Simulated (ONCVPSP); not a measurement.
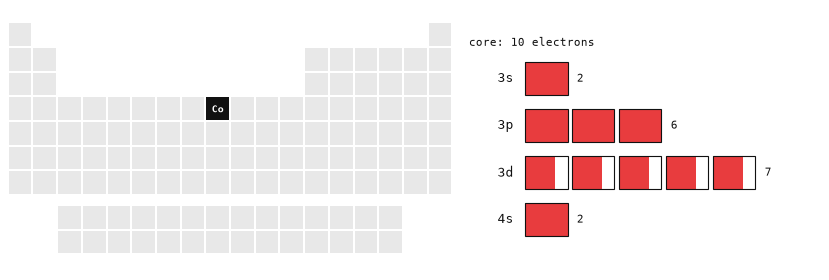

**Figure 1.** Left, the place of cobalt in the periodic table; right, the valence shells of the reference configuration: a box for each of the 2l + 1 orbitals, shaded by the share of the shell that is filled, with the electron count at the right. The shells are those of the unaltered input.

# Run report: Co, pseudopotential generation

Cobalt (Co, Z = 27), core [Ne], reference valence 3s2 3p6 3d7 4s2, valence charge 17. (This line and the method describe the unaltered input from which the odd one was made.) Computed at this level: ONCV potential, LDA (Perdew-Zunger), scalar-relativistic, made with ONCVPSP 4.0.1.

The input:
```
# ATOM AND REFERENCE CONFIGURATION
# atsym  z   nc   nv     iexc    psfile
  Co 27.00    2    5        3      upf
#
#   n    l    f
    1    0    2.00
    2    0    2.00
    2    1    6.00
    3    0    2.00
    3    1    6.00
    3    2    7.00
    4    0    2.00
#
# PSEUDOPOTENTIAL AND OPTIMIZATION
# lmax
    2
#
#   l,   rc,      ep,       ncon, nbas, qcut
    0    1.45    0.00    4    9    8.20
    1    0.75    0.00    4    9    9.80
    2    1.15    0.00    4    9   11.90
#
# LOCAL POTENTIAL
# lloc, lpopt,  rc(5),   dvloc0
    4    5    0.50    6.00
#
# VANDERBILT-KLEINMAN-BYLANDER PROJECTORs
# l, nproj, debl
    0    2    1.10
    1    2    1.70
    2    1    1.40
#
# MODEL CORE CHARGE
# icmod, fcfact, rcfact
    3    1.50    1.25
#
# LOG DERIVATIVE ANALYSIS
# epsh1, epsh2, depsh
   -5.00    5.00    0.04
#
# OUTPUT GRID
# rlmax, drl
    6.00    0.01
#
# TEST CONFIGURATIONS
# ncnf
    4
# nvcnf
#   n    l    f
    4
    3    0    2.00
    3    1    6.00
    3    2    7.00
    4    0    1.00
#
    4
    3    0    2.00
    3    1    6.00
    3    2    7.00
    4    0    0.00
#
    4
    3    0    2.00
    3    1    6.00
    3    2    6.00
    4    0    0.00
#
    5
    3    0    2.00
    3    1    6.00
    3    2    7.00
    4    0    1.00
    4    1    1.00
#
```

Hardware: 1 CPU thread, shared host.

Launched with:
```bash
oncvpsp.x < Co.dat > Co.out
```

Log (extracts):
```
ONCVPSP  (Optimized Norm-Conservinng Vanderbilt PSeudopotential)
scalar-relativistic version 4.0.1

#   n    l    f        energy (Ha)
    1    0    2.00    -2.7844048E+02
    2    0    2.00    -3.2967635E+01
    2    1    6.00    -2.8276991E+01
    3    0    2.00    -3.7436478E+00
    3    1    6.00    -2.4075336E+00
    3    2    7.00    -3.1085962E-01
    4    0    2.00    -2.0874681E-01

Reference configufation results
  iterations    30
  all-electron total energy (Ha)   -1.39077379D+03

Begin loop to  construct optimized pseudo wave functions
and semi-local pseudopoentials for all angular momenta

Calculating optimized projector #   1

 for l=   0

    Fraction of norm inside rc  0.973696
    Optimizing pswf for qcut=   8.19 a_B^-1,  ecut=  33.53 Ha
    Residual kinetic energy error=  1.61D-06 Ha

    Energy error per electron        Cutoff
         Ha          eV             Ha
         0.01000     0.27211       10.26
         0.00100     0.02721       13.55
         0.00010     0.00272       24.11
         0.00001     0.00027       29.41

Calculating optimized projector #   2

 for l=   0

    Fraction of norm inside rc  0.062096
    Optimizing pswf for qcut=   8.19 a_B^-1,  ecut=  33.53 Ha
    Residual kinetic energy error=  3.65D-06 Ha

    Energy error per electron        Cutoff
         Ha          eV             Ha
         0.01000     0.27211        7.59
         0.00100     0.02721       11.28
         0.00010     0.00272       24.77
         0.00001     0.00027       30.85

Calculating optimized projector #   1

 for l=   1

    Fraction of norm inside rc  0.999352
    Optimizing pswf for qcut=   9.80 a_B^-1,  ecut=  48.01 Ha
    Residual kinetic energy error=  2.02D+00 Ha

    Energy error per electron        Cutoff
         Ha          eV             Ha
         0.01000     0.27211      508.49
         0.00100     0.02721      670.53

Calculating optimized projector #   2

 for l=   1

    Fraction of norm inside rc  0.470499
    Optimizing pswf for qcut=   9.80 a_B^-1,  ecut=  48.01 Ha
    Residual kinetic energy error=  5.50D+00 Ha

    Energy error per electron        Cutoff
         Ha          eV             Ha
         0.01000     0.27211      626.80
         0.00100     0.02721      772.30
         0.00010     0.00272     1033.63

Calculating optimized projector #   1

 for l=   2

    Fraction of norm inside rc  0.655124
    Optimizing pswf for qcut=  11.91 a_B^-1,  ecut=  70.87 Ha
    Residual kinetic energy error=  9.65D-05 Ha

    Energy error per electron        Cutoff
         Ha          eV             Ha
         0.01000     0.27211       52.94
         0.00100     0.02721       62.30
         0.00010     0.00272       71.27
         0.00001     0.00027      223.26

Construct Vanderbilt / Kleinmman-Bylander projectors

B matrix Hermiticity error, ll=   0
   1   2    3.5529E-04

  Orthonormal projector coefficients  2.4008E+01  2.0739E+00

B matrix Hermiticity error, ll=   1
   1   2    1.4776E-02

  Orthonormal projector coefficients -5.2951E+01 -3.3343E+01

Model core correction analysis
  based on d2Exc/dn_idn_j

d2excae - all-electron derivatives

   -1.789516D-01   -1.579674D-02   -1.595799D-02   -1.054928D-02
   -9.848337D-04
   -1.579737D-02   -4.109182D-02   -3.846830D-02   -2.861968D-02
   -2.254582D-03
   -1.595858D-02   -3.846835D-02   -3.693144D-02   -2.808130D-02
   -2.737794D-03
   -1.054958D-02   -2.861978D-02   -2.808136D-02   -2.542218D-02
   -7.100723D-03
   -9.848757D-04   -2.254472D-03   -2.737622D-03   -7.099251D-03
   -2.904824D-02

d2excps - pseudofunction derivatives with no core correction

   -1.197143D-01   -3.754632D-02   -2.149970D-02   -1.542791D-02
   -2.223950D-03
   -3.754818D-02   -3.480749D-02   -3.328410D-02   -2.639581D-02
   -2.044880D-03
   -2.150054D-02   -3.328388D-02   -3.742035D-02   -2.746770D-02
   -2.437977D-03
   -1.542864D-02   -2.639563D-02   -2.746773D-02   -2.539714D-02
   -6.884049D-03
   -2.224078D-03   -2.044748D-03   -2.437795D-03   -6.882573D-03
   -2.903847D-02

rms 2nd derivative error    1.367011E-02

rmatch, rhocmatch    0.2006  216.4795

Teter function model core charge with specified parameters

d2excps - pseudofunction derivatives with core correction

   -1.180995D-01   -3.683490D-02   -2.075363D-02   -1.540282D-02
   -2.174979D-03
   -3.683669D-02   -3.437675D-02   -3.292690D-02   -2.638744D-02
   -2.015006D-03
   -2.075439D-02   -3.292667D-02   -3.706070D-02   -2.745765D-02
   -2.413319D-03
   -1.540354D-02   -2.638726D-02   -2.745767D-02   -2.539658D-02
   -6.883480D-03
   -2.175101D-03   -2.014872D-03   -2.413136D-03   -6.882004D-03
   -2.903639D-02

rms 2nd derivative error    1.385911E-02

Pseudoatom total energy -475.839466

Diagnostic tests using Vanderbilt-Kleinman-Bylander pseudopotentials
  1 or more projectors used as specified by nproj input data

   l    rcore       rmatch      e in        delta e   norm test  slope test

   0   1.4527869   1.4968967  -3.7436478   0.0000041   1.0001934   1.0001702
   0   1.4527869   1.4968967  -0.2087468   0.0000032   1.0000304   1.0000239

   1   0.7523571   0.7752003 -28.2769905  -0.0000077   1.0017387   1.0014860
   1   0.7523571   0.7752003  -2.4075336  -0.0000808   1.0001226   1.0002175

   2   1.1504842   1.1854154  -0.3108596  -0.0000031   1.0000003   1.0000073

 Testing for bound ghosts
   n   l    E NL Schr. Eq   E Basis Diag.   E Cutoff

   1   0       -3.743644       -3.743628    166.35
   2   0       -0.208744       -0.126498    166.35

   2   1      -28.276998      -28.275824    706.60
   3   1       -2.407614       -2.388124    706.60

   3   2       -0.310863       -0.299530    260.11

 Testing for highly-localized positive-energy ghosts
       l    <radius>/rc     E Basis Diag.   E Cutoff

       0        0.999071        5.034816    166.35  WARNING - GHOST(+)

Test configuration 0

   n   l     f        eae           eps        diff
   1   0  2.0000 -278.44047602
   2   0  2.0000  -32.96763507
   2   1  6.0000  -28.27699050  -28.27699824   -7.73D-06
   3   0  2.0000   -3.74364776   -3.74364362    4.15D-06
   3   1  6.0000   -2.40753362   -2.40761445   -8.08D-05
   3   2  7.0000   -0.31085962   -0.31086275   -3.13D-06
   4   0  2.0000   -0.20874681   -0.20874364    3.16D-06

    Total energies and differences
      AE_ref= -1.39077379D+03  AE_tst= -1.39077379D+03  dif=  0.00D+00
      PS_ref= -4.75839466D+02  PS_tst= -4.75839466D+02  dif=  5.46D-12
      PSP excitation error= -5.46D-12

Test configuration 1

psatom: WARNING lschvkbb convergence error n,l,iter=   3   2   3
ea(ii),et,emin,emax -3.108628E-01 -3.419490E-01 -3.419490E-01 -3.419490E-01
run_config: WARNING for fully non-local PS atom, stg. 1
 WARNING no output for configuration 2

Test configuration 2

psatom: WARNING lschvkbb convergence error n,l,iter=   3   2   3
ea(ii),et,emin,emax -3.108628E-01 -3.419490E-01 -3.419490E-01 -3.419490E-01
run_config: WARNING for fully non-local PS atom, stg. 1
 WARNING no output for configuration 3

Test configuration 3

psatom: WARNING lschvkbb convergence error n,l,iter=   3   2   3
ea(ii),et,emin,emax -3.108628E-01 -3.419490E-01 -3.419490E-01 -3.419490E-01
run_config: WARNING for fully non-local PS atom, stg. 1
 WARNING no output for configuration 4

Test configuration 4

psatom: WARNING lschvkbb convergence error n,l,iter=   3   2   3
ea(ii),et,emin,emax -3.108628E-01 -3.419490E-01 -3.419490E-01 -3.419490E-01
run_config: WARNING for fully non-local PS atom, stg. 1
 WARNING no output for configuration 5
```

What the run reported:

```tsv
quantity	value
outcome	generated
ghost flags of the generator	0 GHOST(-), 1 GHOST(+)
wall time	1.8 s
```

What is odd here:

This input holds a deliberate oddity: 1 shell moved into the valence by nc and nv alone. The program ran to the end. The all-electron atom is untouched: its total energy equals that from the unaltered input (−1390.7738 Ha). The pseudo-atom's total energy moves by −330 Ha, so the potential, or the configuration in which it is tested, is another one. Warnings of the program, in the generation or the tests: psatom: WARNING lschvkbb convergence error n,l,iter= 3 2 3.
